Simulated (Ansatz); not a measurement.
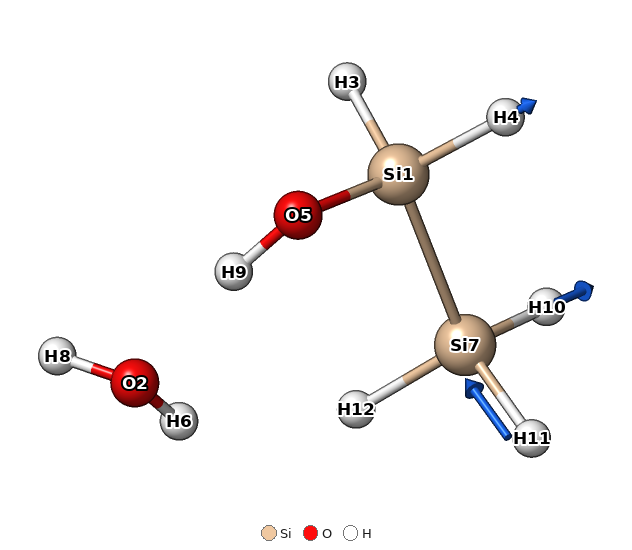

The arrows show one normal mode. Harmonic vibrations computed with RKS PBE0-D4/def2-TZVP (Ansatz 0.2.0) at a stationary point of the same level.

### Describe the motion.

Mostly out-of-phase stretching of 2 Si–H bonds.

### Estimate its harmonic wavenumber.

2223 cm⁻¹; it is mode 26 of 30 counted from the lowest.
